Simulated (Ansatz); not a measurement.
# A hypothetical structure for LuHg3, part 2 of 2

Starting from a made-up structure for LuHg3, the aim is the relaxed cell, its shortest contacts and, where a second run follows, its electronic structure.

Ansatz 0.2.0; DFT, PBE, plane-wave PAW, default files, scalar-relativistic, no spin, cell and ions relaxed at zero pressure (the session's first sound run).

So far: The starting structure; Relaxing cell and atoms. The relaxed cell has a = 7.203 Å (conventional setting).

### Step 3. Bands of the relaxed cell

With the geometry fixed, one more self-consistent run, with a narrower smearing and the mesh shown in its input, gives the bands, and its pressure, and its forces where symmetry allows any, show how far the geometry depends on these settings.

This step: DFT, PBE, plane-wave PAW, default files, scalar-relativistic, no spin, bands and density of states at the relaxed cell (Ansatz 0.2.0).

File input.yaml:

```yaml
crystal:
  lattice:
    - [0.0, 3.6016740368, 3.6016740368]
    - [3.6016740368, 0.0, 3.6016740368]
    - [3.6016740368, 3.6016740368, 0.0]
  atoms:
    - { symbol: Hg, position: [0.75, 0.75, 0.75] }
    - { symbol: Hg, position: [0.5, 0.5, 0.5] }
    - { symbol: Hg, position: [0.25, 0.25, 0.25] }
    - { symbol: Lu, position: [0.0, 0.0, 0.0] }
kpoints:
  mp_grid: { grid: [8, 8, 8] }
  band_path:
    path:
      - [[0.0, 0.0, 0.0], [0.5, 0.0, 0.5], [0.5, 0.25, 0.75], [0.375, 0.375, 0.75], [0.0, 0.0, 0.0], [0.5, 0.5, 0.5], [0.625, 0.25, 0.625], [0.5, 0.25, 0.75], [0.5, 0.5, 0.5], [0.375, 0.375, 0.75]]
      - [[0.625, 0.25, 0.625], [0.5, 0.0, 0.5]]
    npoints: 8
scf:
  occupations: { method: fermi_dirac, width: 0.03 }
  n_extra_bands: 8
hamiltonian:
  xc: pbe
  pseudopotentials: { kind: paw }
output:
  forces: true
  stress: true
  write_bands: true
  dos: { projected: true }
  write_density: true
  write_potential: true
  elf: true
  volumetric_format: npy
```

Command:

```sh
$ ansatz run input.yaml --threads 4 --pin off --max-ram 8192MiB --backend cpu --events-out ev --progress --plain --runs-dir out
```

Numbers of over 12 decimals in the logs are rounded to 6 here.

Log:

```text
Lu: projections on atomic orbitals take those of the free atom [Kr 4d10] 4f14 5s2 5p6 5d1 6s2, of charge +0.00 (hamiltonian.pseudopotentials.projection_atoms); the dataset's partial waves leave at most 5.1e-5 of an orbital's norm unspanned inside its sphere
[...]
Crystal: 4 atoms, lattice volume = 93.442 Å³
Basis set: ecut = 420 eV, 1837 PW (Γ), exchange–correlation on 72×72×72 points (8 copies of the dense FFT grid, shifted against one another)
Bands: 51, of which v1, the nominal top of the filled ones, is band 43 counted from 1 (42 counted from 0)
Symmetry: 48 space group operations
[...]
k-points: 29 of 512
[...]
SCF iter   1: F=—  HF=-56173.681659 eV  |F-HF|=—  |Δ(HF+E_count)|=         —  Δρ=2.56e-3  dr2=1.06e-2  ethr=1.77e-3  ⟨swp⟩=6.7  Hψ=6567  notcnv=0  defer=4
[...]
SCF iter   8: F=-56173.676830 eV  HF=-56173.676830 eV  |F-HF|=3.92e-8  |Δ(HF+E_count)|=   3.85e-8  Δρ=5.58e-6  dr2=3.84e-8  ethr=1.18e-10  ⟨swp⟩=16.4  Hψ=14377  notcnv=0
SCF 1 converged in 8 iterations: F = -56173.676830 eV  dr2 = 3.84e-8
[...]
NSCF: frozen V_eff on 82 k-points
SCF converged after 8 iterations
Free energy (F): -56173.676830 eV
[...]
Internal energy: -56173.668280 eV  (E = F + TS)
E sigma→0 (E₀):  -56173.672555 eV
Entropy (-TS):   -0.008550 eV (-2.137 meV/atom)
Fermi energy:    16.274452 eV
[...]
--- Stress (GPa, compression-positive) ---
       -0.257079      -0.000000       0.000000
        0.000000      -0.257079       0.000000
       -0.000000       0.000000      -0.257079
  P = ⅓ Tr σ = -0.2571 GPa (-2.571 kbar)
--- Band table (eV; the first three rows and the last of 29) ---
  k-point 0: bands = [... 39 lower, 14.8551, 15.9472, 15.9472, 15.9472, 16.8729, 18.6437, 18.6437, 19.2437, ... 4 higher]
  k-point 1: bands = [... 39 lower, 14.0669, 15.9431, 15.9431, 16.0799, 17.0289, 18.0936, 18.0936, 19.9906, ... 4 higher]
  k-point 2: bands = [... 39 lower, 12.7533, 15.6275, 15.8543, 15.8543, 17.7644, 17.7644, 18.2357, 18.6568, ... 4 higher]
  k-point 28: bands = [... 39 lower, 11.6150, 11.6150, 13.2522, 17.1050, 17.1050, 18.1412, 18.2955, 19.3228, ... 4 higher]
```

Wall time 4.6 s (4 threads of Arm Neoverse V2, shared host); peak memory 0.55 GiB.

This step gave:

```yaml
free_energy: -56173.6768 eV
energy_at_zero_smearing: -56173.6726 eV
smearing_term_ts: 0.008550 eV
fermi_energy: 16.27 eV
pressure: -0.2571 GPa
```

bands.tsv at the labelled points (eV, zero at the Fermi level; the bands that come nearest the Fermi level along the path):

| point | band 40 | band 41 | band 42 | band 43 | band 44 | band 45 | band 46 | band 47 |
| --- | --- | --- | --- | --- | --- | --- | --- | --- |
| Γ | -1.42 | -0.33 | -0.33 | -0.33 | 0.60 | 2.37 | 2.37 | 2.97 |
| X | -5.26 | -3.26 | -1.48 | -1.48 | 0.64 | 2.01 | 2.01 | 2.19 |
| W | -4.66 | -4.66 | -3.02 | 0.83 | 0.83 | 1.87 | 2.02 | 3.05 |
| K | -4.98 | -4.52 | -1.27 | -1.17 | 1.71 | 1.93 | 2.14 | 2.56 |
| Γ | -1.42 | -0.33 | -0.33 | -0.33 | 0.60 | 2.37 | 2.37 | 2.97 |
| L | -5.64 | -0.83 | -0.71 | -0.71 | 0.38 | 2.03 | 2.03 | 2.74 |
| U | -4.98 | -4.52 | -1.27 | -1.17 | 1.71 | 1.93 | 2.14 | 2.56 |
| W | -4.66 | -4.66 | -3.02 | 0.83 | 0.83 | 1.87 | 2.02 | 3.05 |
| L | -5.64 | -0.83 | -0.71 | -0.71 | 0.38 | 2.03 | 2.03 | 2.74 |
| K | -4.98 | -4.52 | -1.27 | -1.17 | 1.71 | 1.93 | 2.14 | 2.56 |
| U | -4.98 | -4.52 | -1.27 | -1.17 | 1.71 | 1.93 | 2.14 | 2.56 |
| X | -5.26 | -3.26 | -1.48 | -1.48 | 0.64 | 2.01 | 2.01 | 2.19 |

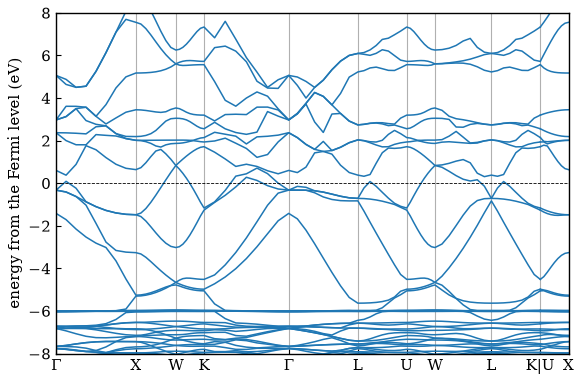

Bands along the path. 17 bands lie wholly below the window drawn.

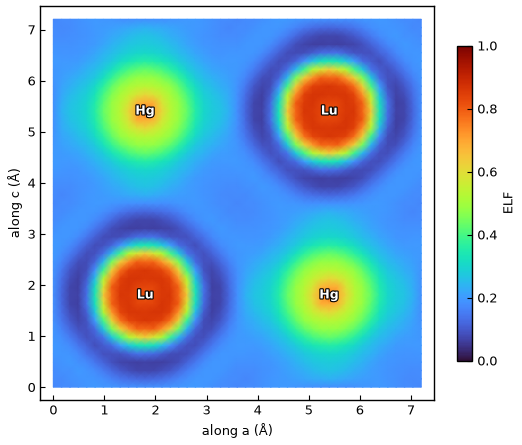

ELF in the ac plane of the conventional cell at fractional y = 0.000, with atoms of Hg and Lu within 0.2 Å of it. It is the smooth field of the valence electrons, not physical close to the nuclei. The map starts off the cell's origin, so that atoms lie inside it.

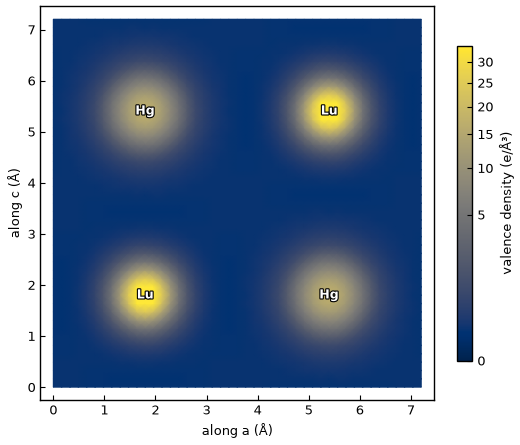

Valence density in the ac plane of the conventional cell at fractional y = 0.000, with atoms of Hg and Lu within 0.2 Å of it. It is the smooth field of the valence electrons, not physical close to the nuclei. The map starts off the cell's origin, so that atoms lie inside it. The colour scale is stretched toward low values.

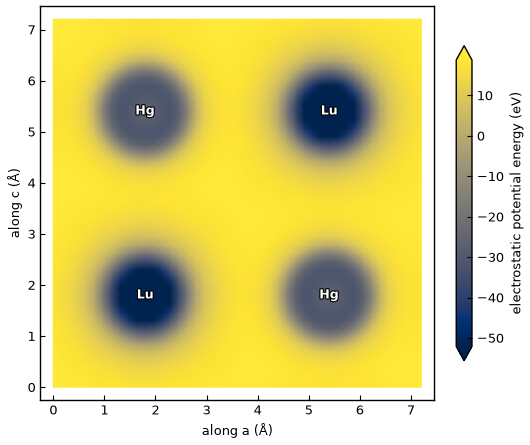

Electrostatic potential energy in the ac plane of the conventional cell at fractional y = 0.000, with atoms of Hg and Lu within 0.2 Å of it. With pseudopotentials it is smooth inside the atoms' cores, unlike the true potential. The map starts off the cell's origin, so that atoms lie inside it.

### Step 4. What came out

- space group, relaxed: Fm-3m
- conventional cell: a = 7.203, b = 7.203, c = 7.203 Å; α = 90.0°, β = 90.0°, γ = 90.0°
- volume per atom: 23.36 Å³ (guess 24.50)

What this shows: LuHg3 relaxes to Fm-3m with a = 7.203, b = 7.203 and c = 7.203 Å. The guessed volume was 5 % too large. The space group Fm-3m was held in the relaxation, so the end point is a stationary structure within it and may be a saddle against distortions or other arrangements. Bands cross the Fermi level, so it is a metal or semimetal at this level. The electron count is odd, which forces that without spin polarisation or a larger cell. On the 8×8×8 mesh with the narrower smearing (relaxed on 6×6×6) the forces vanish, as symmetry may demand, and the largest stress component is 0.257 GPa, against the relaxation's thresholds of 0.015 eV/Å and 0.05 GPa. The cutoff wasn't tested. Spin-orbit coupling is left out, which can matter for elements this heavy. No dispersion term is used, so weakly bound directions may come out too long. Nothing here tests whether the compound is stable against decomposition.

[Logs are printed without paths, hosts, clocks, repeated set-up lines and the standing remarks that a program may print on its own settings, such as how far it seeks lower states.]

[Hosts, paths, dates, database ids (printed as entryN), source tags and the programs' standing remarks are cut or masked in the printed files.]
